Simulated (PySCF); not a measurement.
**C3H7NSi2: runs on many settings**

Aim: see how C3H7NSi2 (`[H]/N=C\[SiH2]C#C[SiH3]`) answers to the choice of functional, basis, grid and SCF options, and what happens with inputs that are wrong on purpose.

The runs use PySCF 2.14.0, with density-fitted response routines of our own; the level of theory stands in each step. All values are computed, except where a source is named. Atoms are numbered from 0 throughout.

## Step 1: The molecule as given

13 atoms, charge 0, multiplicity 1; geometry from: GFN2-xTB.

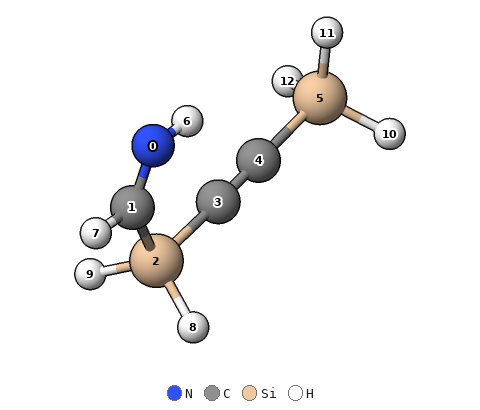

The starting geometry (nitrogen blue, carbon grey, silicon light orange, hydrogen white), atoms numbered.

## Step 2: Nuclear shieldings: B3LYP/def2-SVPD

The job: settings as JSON, then the geometry in Å.

```
{"job": {"kind": "nmr", "xc": "B3LYP", "basis": "def2-SVPD", "pop": true, "grid": 4}, "charge": 0, "multiplicity": 1}
N     -2.308047     0.919479    -1.011627
C     -2.624759     0.067168    -0.142040
Si    -1.483814    -0.961018     0.996197
C      0.236307    -0.445204     0.561679
C      1.334681    -0.057384     0.227111
Si     3.019995     0.520497    -0.274733
H     -1.303043     1.073043    -1.112946
H     -3.699886    -0.089862    -0.042433
H     -1.780364    -0.625748     2.391620
H     -1.684084    -2.382866     0.703279
H      3.669325     1.098956     0.904039
H      2.855658     1.524657    -1.328774
H      3.763641    -0.641230    -0.767692
```

Level: GIAO B3LYP/def2-SVPD NMR shielding, non-relativistic, gas phase.

The run is started by

```bash
$ OMP_NUM_THREADS=1 python probes_run.py task.json out
```

The driver reads the jobs from task.json and runs them one after another.

What it wrote:

```text
coarse grid: 11912 points
cycle   1  E = -751.7682797703  dE =  3.584e-01  |g| = 4.671e-01  |ddm| = 7.941e+00
cycle   2  E = -751.6909792204  dE =  7.730e-02  |g| = 7.197e-01  |ddm| = 3.745e+00
cycle   3  E = -751.8213328552  dE = -1.304e-01  |g| = 1.577e-01  |ddm| = 2.507e+00
cycle   4  E = -751.8267642232  dE = -5.431e-03  |g| = 4.773e-02  |ddm| = 3.547e-01
cycle   5  E = -751.8272176996  dE = -4.535e-04  |g| = 2.440e-02  |ddm| = 8.547e-02
cycle   6  E = -751.8273612914  dE = -1.436e-04  |g| = 6.743e-03  |ddm| = 3.774e-02
cycle   7  E = -751.8273741482  dE = -1.286e-05  |g| = 8.322e-04  |ddm| = 1.458e-02
cycle   8  E = -751.8273743640  dE = -2.158e-07  |g| = 2.218e-04  |ddm| = 2.957e-03
final grid: 281496 points
cycle   9  E = -751.9309738246  dE = -1.578e-05  |g| = 3.024e-03  |ddm| = 1.323e-01
cycle  10  E = -751.9309717013  dE =  2.123e-06  |g| = 4.320e-03  |ddm| = 2.779e-02
cycle  11  E = -751.9309759870  dE = -4.286e-06  |g| = 9.623e-04  |ddm| = 1.587e-02
cycle  12  E = -751.9309762123  dE = -2.253e-07  |g| = 1.831e-04  |ddm| = 1.955e-03
cycle  13  E = -751.9309762190  dE = -6.650e-09  |g| = 9.202e-05  |ddm| = 4.030e-04
cycle  14  E = -751.9309762207  dE = -1.697e-09  |g| = 4.445e-05  |ddm| = 1.647e-04
cycle  15  E = -751.9309762212  dE = -5.402e-10  |g| = 4.848e-06  |ddm| = 7.110e-05
converged SCF energy = -751.9309762212

GIAO shielding tensors (ppm)
atom      isotropic    diamagn.    paramagn.     s11        s22        s33       span
  0 N     -140.978     251.664    -392.642   -572.244   -114.956    264.266    836.509
  1 C       14.528     250.511    -235.982    -99.287     -0.366    143.238    242.525
  2 Si     482.727     891.209    -408.482    451.415    486.363    510.403     58.988
  3 C       91.153     262.584    -171.431      2.991      7.550    262.916    259.925
  4 C       84.610     262.043    -177.433     -7.213     -0.401    261.443    268.656
  5 Si     495.451     884.272    -388.821    490.137    497.202    499.013      8.876
  6 H       18.411      29.512     -11.101      4.191     23.840     27.202     23.012
  7 H       22.735      29.827      -7.093     18.922     22.668     26.613      7.691
  8 H       27.250      31.131      -3.882     23.976     25.972     31.800      7.824
  9 H       27.252      31.227      -3.975     23.982     25.970     31.804      7.821
 10 H       27.595      29.594      -1.999     24.322     25.986     32.475      8.153
 11 H       27.511      30.429      -2.918     24.060     26.140     32.333      8.274
 12 H       27.593      29.676      -2.083     24.317     25.992     32.468      8.151
```

It took 74 s on 1 thread of Arm Neoverse N1, shared host; peak memory 0.77 GiB.

Shifts follow as δ = σ(reference) − σ, with reference shieldings (ppm) from runs at the same level and on the same kind of geometry: 1H TMS 31.99, 13C TMS 190.3, 29Si TMS 379.1, 15N NH3 266.6. The references are single molecules in the gas phase, so shifts against H2O, NH3, PH3, H3PO4 or CFCl3 are not on the usual liquid scales and can be off by tens of ppm. Atoms listed in one row are averaged.

```csv
atoms,environment,σ (ppm),δ (ppm)
C1,C=N carbon,14.5,175.7
C4,alkyne carbon,84.6,105.7
C3,alkyne carbon,91.2,99.1
H6,hydrogen on an imine nitrogen,18.41,13.58
H7,hydrogen on a C=N carbon,22.73,9.26
"H8, H9",hydrogen on a silicon bonded to 2 C,27.25,4.74
"H10, H11, H12",hydrogen on a silicon bonded to C,27.57,4.42
N0,imine nitrogen,-141.0,407.6
Si2,"silicon bonded to 2 C, 2 H",482.7,-103.6
Si5,"silicon bonded to C, 3 H",495.5,-116.3
```

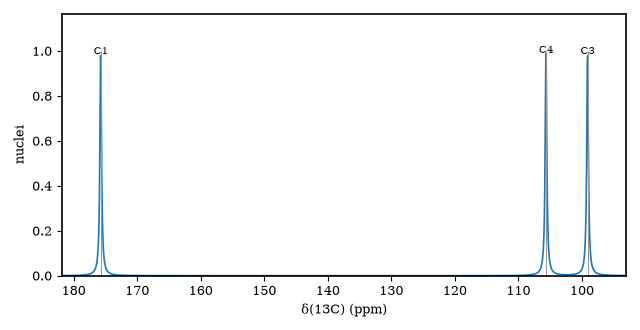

13C lines at the computed shifts, without couplings. Lines are broadened to a width of 0.31 ppm (Lorentzian).

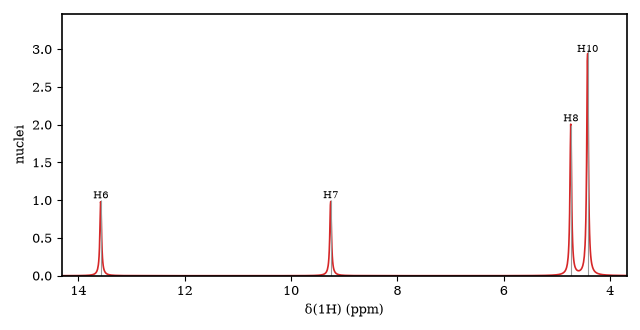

1H lines at the computed shifts, without couplings. Lines are broadened to a width of 0.04 ppm (Lorentzian).

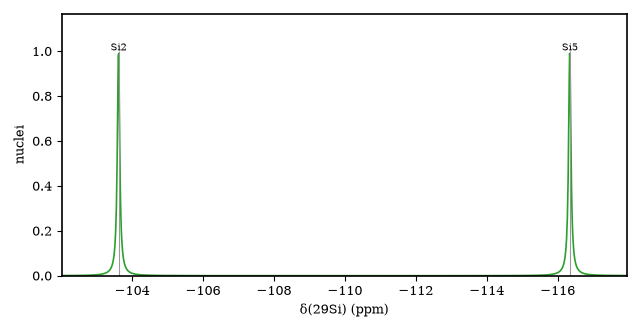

29Si lines at the computed shifts, without couplings. Lines are broadened to a width of 0.08 ppm (Lorentzian).

The run also stored atomic charges by several schemes (e):

| atoms | IAO | Hirshfeld | ESP fit |
| --- | --- | --- | --- |
| N0 | -0.39 | -0.20 | -0.67 |
| C1 | -0.21 | -0.03 | 0.25 |
| Si2 | 0.75 | 0.37 | 0.24 |
| C3 | -0.31 | -0.14 | -0.08 |
| C4 | -0.30 | -0.13 | -0.23 |
| Si5 | 0.67 | 0.36 | 0.39 |

ESP fit charges:

N0 -0.67; C1 0.25; Si2 0.24; C3 -0.08; C4 -0.23; Si5 0.39; H6 0.35; H7 0.05; H8 -0.05; H9 -0.05; H10 -0.06; H11 -0.07; H12 -0.06

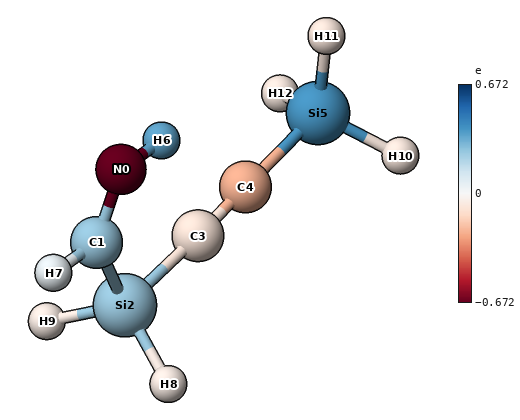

ESP fit charges, as colours on the atoms.

Mulliken charges and Mayer bond orders break down with diffuse functions, so they are left out here.

With diffuse functions Mulliken charges and Mayer bond orders lose their meaning; the other schemes are steadier.

## Step 3: Shielding tensors: HCTH407/pcSseg-1

The job: settings as JSON, then the geometry in Å.

```
{"job": {"kind": "nmr", "xc": "HCTH407", "basis": "pcSseg-1", "pop": true, "scf": {"max_cycle": 57}}, "charge": 0, "multiplicity": 1}
N     -2.077242     0.827531    -0.910464
C     -2.362283     0.060451    -0.127836
Si    -1.335433    -0.864916     0.896577
C      0.212676    -0.400684     0.505511
C      1.201213    -0.051646     0.204400
Si     2.717996     0.468447    -0.247260
H     -1.172739     0.965739    -1.001651
H     -3.329897    -0.080876    -0.038190
H     -1.602328    -0.563173     2.152458
H     -1.515676    -2.144579     0.632951
H      3.302393     0.989060     0.813635
H      2.570092     1.372191    -1.195897
H      3.387277    -0.577107    -0.690923
```

Method: GIAO HCTH407/pcSseg-1 NMR shielding, non-relativistic, gas phase.

What it wrote:

```text
final grid: 106072 points
cycle   1  E = -751.8246579048  dE =  1.634e+00  |g| = 7.411e-01  |ddm| = 3.858e+00
cycle   2  E = -751.6749213716  dE =  1.497e-01  |g| = 1.053e+00  |ddm| = 2.390e+00
cycle   3  E = -751.9563493004  dE = -2.814e-01  |g| = 2.111e-01  |ddm| = 1.839e+00
cycle   4  E = -751.9663188506  dE = -9.970e-03  |g| = 8.005e-02  |ddm| = 2.429e-01
cycle   5  E = -751.9677242917  dE = -1.405e-03  |g| = 2.274e-02  |ddm| = 1.141e-01
cycle   6  E = -751.9677947362  dE = -7.044e-05  |g| = 1.700e-02  |ddm| = 3.647e-02
cycle   7  E = -751.9678681912  dE = -7.345e-05  |g| = 2.026e-03  |ddm| = 1.485e-02
cycle   8  E = -751.9678692279  dE = -1.037e-06  |g| = 4.489e-04  |ddm| = 2.843e-03
cycle   9  E = -751.9678692777  dE = -4.984e-08  |g| = 1.555e-04  |ddm| = 1.024e-03
cycle  10  E = -751.9678692844  dE = -6.723e-09  |g| = 3.203e-05  |ddm| = 2.709e-04
cycle  11  E = -751.9678692847  dE = -2.906e-10  |g| = 5.187e-06  |ddm| = 6.083e-05
converged SCF energy = -751.9678692847

GIAO shielding tensors (ppm)
atom      isotropic    diamagn.    paramagn.     s11        s22        s33       span
  0 N     -115.432     330.640    -446.072   -564.581    -85.945    304.229    868.810
  1 C       30.294     255.170    -224.876    -71.163      5.466    156.581    227.744
  2 Si     456.992     891.734    -434.742    409.113    459.043    502.820     93.707
  3 C       84.919     253.172    -168.253     -6.133     -3.612    264.500    270.633
  4 C       80.699     249.321    -168.623    -14.642     -7.137    263.876    278.518
  5 Si     478.137     889.562    -411.425    471.372    473.604    489.436     18.063
  6 H       19.633      42.113     -22.480      1.755     26.155     30.989     29.234
  7 H       24.443      31.275      -6.833     20.471     23.238     29.619      9.148
  8 H       29.832      34.479      -4.647     26.080     28.296     35.120      9.040
  9 H       29.837      34.496      -4.659     26.089     28.295     35.127      9.037
 10 H       30.210      33.718      -3.509     26.201     28.319     36.109      9.908
 11 H       30.113      33.841      -3.728     25.882     28.560     35.896     10.015
 12 H       30.204      33.728      -3.524     26.192     28.323     36.096      9.904
```

Wall time 38 s (1 thread of Arm Neoverse N1, shared host); peak memory 0.64 GiB.

All coordinates were scaled by 0.9, so these values belong to a distorted geometry and are kept out of the summary. Its HOMO lies at -5.39 eV, against -6.93 eV in step 2 (B3LYP/def2-SVPD), a different level, so the two don't compare directly.

## Step 4: J couplings: LC-wPBE/3-21G

The job: settings as JSON, then the geometry in Å.

```
{"job": {"kind": "j", "xc": "LC-wPBE", "basis": "3-21G", "scf": {"max_cycle": 52}}, "charge": 1, "multiplicity": 1}
N     -2.308047     0.919479    -1.011627
C     -2.624759     0.067168    -0.142040
Si    -1.483814    -0.961018     0.996197
C      0.236307    -0.445204     0.561679
C      1.334681    -0.057384     0.227111
Si     3.019995     0.520497    -0.274733
H     -1.303043     1.073043    -1.112946
H     -3.699886    -0.089862    -0.042433
H     -1.780364    -0.625748     2.391620
H     -1.684084    -2.382866     0.703279
H      3.669325     1.098956     0.904039
H      2.855658     1.524657    -1.328774
H      3.763641    -0.641230    -0.767692
```

Method: LC-wPBE/3-21G.

What it wrote:

```text
RuntimeError: Electron number 59 and spin 0 are not consistent
Note mol.spin = 2S = Nalpha - Nbeta, not 2S+1
```

Run time: 0.07 s. Hardware: 1 thread of Arm Neoverse N1, shared host.

Diagnosis: Charge and multiplicity don't fit the number of electrons: an even count needs an odd multiplicity, and the reverse. The remedy is to mend the charge or the multiplicity.

## Step 5: NMR shieldings: PBE0/SBKJC-VDZ

The job: settings as JSON, then the geometry in Å.

```
{"job": {"kind": "nmr", "xc": "PBE0", "basis": "SBKJC-VDZ", "pop": false, "scf": {"conv": 0.01, "max_cycle": 62}}, "charge": 0, "multiplicity": 1}
N     -3.000461     1.195323    -1.315115
C     -3.412187     0.087318    -0.184652
Si    -1.928958    -1.249323     1.295056
C      0.307199    -0.578765     0.730183
C      1.735085    -0.074599     0.295244
Si     3.925994     0.676646    -0.357153
H     -1.693956     1.394956    -1.446830
H     -4.809852    -0.116821    -0.055163
H     -2.314473    -0.813472     3.109106
H     -2.189309    -3.097726     0.914263
H      4.770122     1.428643     1.175251
H      3.712355     1.982054    -1.727406
H      4.892733    -0.833599    -0.998000
```

Level: GIAO PBE0/SBKJC-VDZ NMR shielding, non-relativistic, gas phase.

What it wrote:

```text
final grid: 106072 points
cycle   1  E = -37.2468093043  dE = -2.555e+00  |g| = 1.392e+00  |ddm| = 4.894e+00
cycle   2  E = -33.8869231003  dE =  3.360e+00  |g| = 2.875e+00  |ddm| = 4.196e+00
cycle   3  E = -37.8414875431  dE = -3.955e+00  |g| = 5.904e-01  |ddm| = 3.456e+00
cycle   4  E = -37.8319015062  dE =  9.586e-03  |g| = 7.807e-01  |ddm| = 1.676e+00
cycle   5  E = -37.9810529898  dE = -1.492e-01  |g| = 3.334e-01  |ddm| = 8.473e-01
cycle   6  E = -38.0106635484  dE = -2.961e-02  |g| = 1.776e-01  |ddm| = 4.153e-01
cycle   7  E = -38.0194347007  dE = -8.771e-03  |g| = 5.371e-02  |ddm| = 1.801e-01
converged SCF energy = -38.0194347007

GIAO shielding tensors (ppm)
atom      isotropic    diamagn.    paramagn.     s11        s22        s33       span
  0 N          nan         nan         nan        nan        nan        nan        nan
  1 C          nan         nan         nan        nan        nan        nan        nan
  2 Si         nan         nan         nan        nan        nan        nan        nan
  3 C          nan         nan         nan        nan        nan        nan        nan
  4 C          nan         nan         nan        nan        nan        nan        nan
  5 Si         nan         nan         nan        nan        nan        nan        nan
  6 H       13.791      27.350     -13.559     -0.788     20.267     21.894     22.681
  7 H       16.089      20.189      -4.100      6.206     20.718     21.343     15.137
  8 H       21.168      21.652      -0.484     19.481     20.782     23.241      3.760
  9 H       21.208      21.800      -0.592     19.542     20.821     23.261      3.720
 10 H       22.106      20.902       1.203     21.000     21.702     23.615      2.616
 11 H       22.076      22.630      -0.554     21.429     21.455     23.344      1.915
 12 H       22.104      21.068       1.036     21.002     21.702     23.608      2.606
```

Run time: 7 s. Hardware: 1 thread of Arm Neoverse N1, shared host.

A normal end doesn't make this result sound: the shieldings of some atoms came out as not-a-number; all coordinates were scaled by 1.3; the SCF threshold of 0.01 Eh is far too loose; the basis SBKJC-VDZ leaves the core to a potential or lacks core functions, which properties at the nuclei need.

## Step 6: Excited states and response: PBE0/def2-SVPD

The job: settings as JSON, then the geometry in Å.

```
{"job": {"kind": "uv", "xc": "PBE0", "basis": "def2-SVPD", "nstates": 25, "ntriplets": 2, "tda": false, "scf": {"conv": 1e-11}}, "charge": 0, "multiplicity": 1}
N     -2.308047     0.919479    -1.011627
C     -2.624759     0.067168    -0.142040
Si    -1.483814    -0.961018     0.996197
C      0.236307    -0.445204     0.561679
C      1.334681    -0.057384     0.227111
Si     3.019995     0.520497    -0.274733
H     -1.303043     1.073043    -1.112946
H     -3.699886    -0.089862    -0.042433
H     -1.780364    -0.625748     2.391620
H     -1.684084    -2.382866     0.703279
H      3.669325     1.098956     0.904039
H      2.855658     1.524657    -1.328774
H      3.763641    -0.641230    -0.767692
```

Method: TDDFT PBE0/def2-SVPD, vertical, gas phase, core orbitals frozen in the response.

What it wrote:

```text
final grid: 106072 points
cycle   1  E = -751.3785214902  dE =  3.637e-01  |g| = 4.156e-01  |ddm| = 6.824e+00
cycle   2  E = -751.3324213036  dE =  4.610e-02  |g| = 5.978e-01  |ddm| = 2.992e+00
cycle   3  E = -751.4216765719  dE = -8.926e-02  |g| = 1.267e-01  |ddm| = 1.933e+00
cycle   4  E = -751.4251524482  dE = -3.476e-03  |g| = 4.019e-02  |ddm| = 2.890e-01
cycle   5  E = -751.4254896062  dE = -3.372e-04  |g| = 1.888e-02  |ddm| = 7.344e-02
cycle   6  E = -751.4255749032  dE = -8.530e-05  |g| = 5.307e-03  |ddm| = 3.125e-02
cycle   7  E = -751.4255827282  dE = -7.825e-06  |g| = 6.852e-04  |ddm| = 1.233e-02
cycle   8  E = -751.4255828725  dE = -1.443e-07  |g| = 1.909e-04  |ddm| = 2.268e-03
cycle   9  E = -751.4255828814  dE = -8.871e-09  |g| = 6.588e-05  |ddm| = 4.230e-04
cycle  10  E = -751.4255828826  dE = -1.193e-09  |g| = 1.304e-05  |ddm| = 2.507e-04
cycle  11  E = -751.4255828826  dE = -4.684e-11  |g| = 3.153e-06  |ddm| = 3.215e-05
cycle  12  E = -751.4255828826  dE = -4.093e-12  |g| = 4.900e-07  |ddm| = 9.698e-06
converged SCF energy = -751.4255828826

Static polarisability (au): isotropic 97.800, principal 70.831 91.067 131.501

Singlet excitations
state   eV       nm        f      main configurations
  1   4.2848    289.4   0.00002   H->L 0.85, H->L+2 0.14
  2   5.3681    231.0   0.05109   H->L+1 0.98
  3   5.4580    227.2   0.00054   H->L+2 0.78, H->L 0.13
  4   5.6968    217.6   0.00012   H-1->L+1 0.76, H-2->L+2 0.09
  5   5.9415    208.7   0.00325   H-2->L+1 0.47, H-1->L+2 0.25, H-1->L 0.25
  6   5.9759    207.5   0.00006   H-2->L+2 0.39, H-2->L 0.38, H-1->L+1 0.18
  7   6.4376    192.6   0.02225   H->L+3 0.73, H->L+4 0.08
  8   6.5377    189.6   0.01485   H-1->L 0.65, H-1->L+2 0.28
  9   6.6043    187.7   0.00044   H-2->L 0.52, H-2->L+2 0.46
 10   6.8216    181.8   0.00304   H->L+4 0.45, H->L+5 0.36, H->L+3 0.14
 11   7.0861    175.0   0.01108   H->L+6 0.82
 12   7.3173    169.4   0.00045   H->L+5 0.49, H->L+4 0.41
 13   7.4853    165.6   0.01127   H->L+7 0.74, H-3->L 0.19
 14   7.4857    165.6   0.00058   H-1->L+3 0.97
 15   7.5399    164.4   0.00032   H-3->L+1 0.96
 16   7.5920    163.3   0.00124   H-2->L+3 0.94
 17   7.7161    160.7   0.87542   H-2->L+1 0.31, H-1->L+2 0.29, H-3->L+2 0.18
 18   7.8237    158.5   0.16471   H-3->L 0.38, H-3->L+2 0.35, H->L+7 0.12
 19   7.8584    157.8   0.00106   H->L+8 0.94
 20   7.8793    157.4   0.00001   H-1->L+4 0.87
 21   7.9609    155.7   0.01474   H->L+10 0.44, H->L+9 0.42
 22   8.0311    154.4   0.05767   H-2->L+4 0.79
 23   8.1128    152.8   0.05111   H->L+10 0.34, H-3->L+2 0.19, H->L+11 0.14
 24   8.1632    151.9   0.00779   H-1->L+5 0.73, H-1->L+6 0.15
 25   8.2124    151.0   0.00010   H-1->L+6 0.69, H-1->L+5 0.18

Triplet excitations (Tamm-Dancoff, eV): 3.3924 4.6250
```

Run time: 67 s. Hardware: 1 thread of Arm Neoverse N1, shared host; peak memory 0.71 GiB.

Frontier orbitals and where they lie:

| orbital | eV | atoms |
| --- | --- | --- |
| HOMO−3 | -9.48 | N0 42 %, C1 30 %, Si2 9 % |
| HOMO−2 | -8.52 | C3 39 %, C4 38 %, Si5 7 % |
| HOMO−1 | -8.40 | C3 38 %, C4 37 %, Si5 7 % |
| HOMO | -7.16 | N0 51 %, C1 19 %, Si2 10 % |
| LUMO | -1.00 | N0 29 %, C1 26 %, Si2 14 % |
| LUMO+1 | -0.82 | C4 27 %, C3 26 %, Si2 14 % |
| LUMO+2 | -0.58 | C4 23 %, C3 21 %, Si5 12 % |

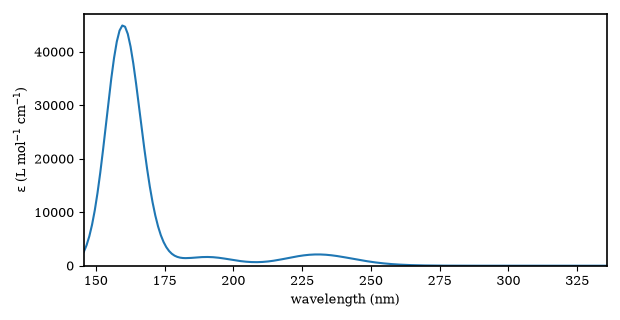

Absorption spectrum: each of the 25 states is a Gaussian band of 0.4 eV half-width at 1/e. Beyond the last state computed it falls off for lack of states.

Ground-state properties from the same run:

```
           property  computed
  dipole moment (D)      1.91
polarisability (Å³)     14.49
 HOMO–LUMO gap (eV)      6.16
      −ε(HOMO) (eV)      7.16
```

## Step 7: Outcome

```
                                                                quantity                                            value
                                13C shifts against TMS (B3LYP/def2-SVPD)                           175.7, 105.7, 99.1 ppm
1H shifts against TMS (B3LYP/def2-SVPD, means over atoms taken as alike)                      13.58, 9.26, 4.74, 4.42 ppm
                                15N shifts against NH3 (B3LYP/def2-SVPD)                                        407.6 ppm
                               29Si shifts against TMS (B3LYP/def2-SVPD)                               -103.6, -116.3 ppm
                                         lowest singlet (PBE0/def2-SVPD)                      4.28 eV (289 nm), f = 0.000
                                brightest single state of those computed                     state 17, 7.72 eV, f = 0.875
                                                          lowest triplet                                          3.39 eV
                                           property runs in this session  5, of which 1 failed and 2 gave unsound results
```

What this shows: Single values in the summary come from the first run of each kind that ended normally (B3LYP/def2-SVPD; PBE0/def2-SVPD), which need not be the best level. At B3LYP/def2-SVPD: The widest tensor belongs to N0: span 837 ppm, with a paramagnetic part of -393 ppm. The lowest singlet, at 4.28 eV, is HOMO→LUMO 0.85, HOMO→LUMO+2 0.14 and is dark; of the 25 states computed, the strongest absorption comes from state 17 at 7.72 eV. The lowest triplet lies 0.89 eV below the lowest singlet (triplets in Tamm-Dancoff, singlets in full TDDFT). States above −ε(HOMO) lie where TDDFT describes them poorly and they hang on the basis; the brightest is among them.
